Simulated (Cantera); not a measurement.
Input: 1 mol Cr, 6.7 mol NH3, 0.7 mol N2, at 35.0 mbar.

Cantera equilibrium calculation (NASA polynomials, part measured and part estimated; ideal gas, pure solids and liquids). Candidate condensed phases: Cr, CrN, Cr2N; 11 gas species. The numbers say what is thermodynamically allowed, not how fast it happens.

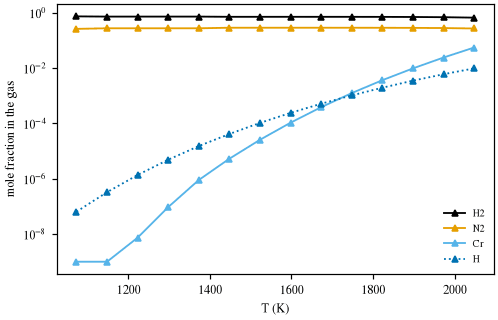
Figure. Equilibrium gas composition (values under 1e-9 drawn at 1e-9)

### Question
Read off the mole fractions at 1073 K.

### Answer
H2 about 0.74, N2 about 0.26, H about 6.4e-8.
